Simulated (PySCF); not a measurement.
# C3H5FO: the cost of one run

Computed with PySCF 2.14.0, with density-fitted response routines of our own, on a single molecule in the gas phase. Atoms are numbered from 0 throughout.

## Step 1: Starting geometry

10 atoms, charge 0, multiplicity 1; geometry from: GFN2-xTB.

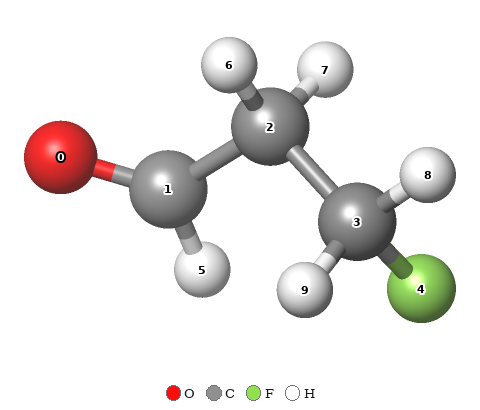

The starting geometry (oxygen red, carbon grey, fluorine green, hydrogen white), atoms numbered.

## Step 2: Optimising the geometry at PBE0-D3(BJ)/def2-SVP

What the job is given:

```
{"job": {"xc": "PBE0", "basis": "def2-SVP", "d3": "d3bj", "grid": 1, "kind": "geom"}, "charge": 0, "multiplicity": 1}
O      2.427301    -0.261495    -0.310151
C      1.357147    -0.282961     0.224640
C      0.183788     0.582131    -0.158588
C     -1.125371    -0.199791    -0.155303
F     -1.425911    -0.618666     1.116558
H      1.146752    -0.954884     1.077015
H      0.350247     1.030147    -1.138563
H      0.116472     1.381095     0.586007
H     -1.959931     0.426887    -0.485748
H     -1.061611    -1.097809    -0.778394
```

Run with:

```console
OMP_NUM_THREADS=1 python probes_run.py task.json out
```

One launch serves the whole session: the jobs run in the order shown.

Q: Estimate the wall time and peak memory of this first job on 1 thread of Intel Xeon Platinum 8375C at 2.90GHz, shared host.

About 23 s, with a peak of 0.4 GiB.
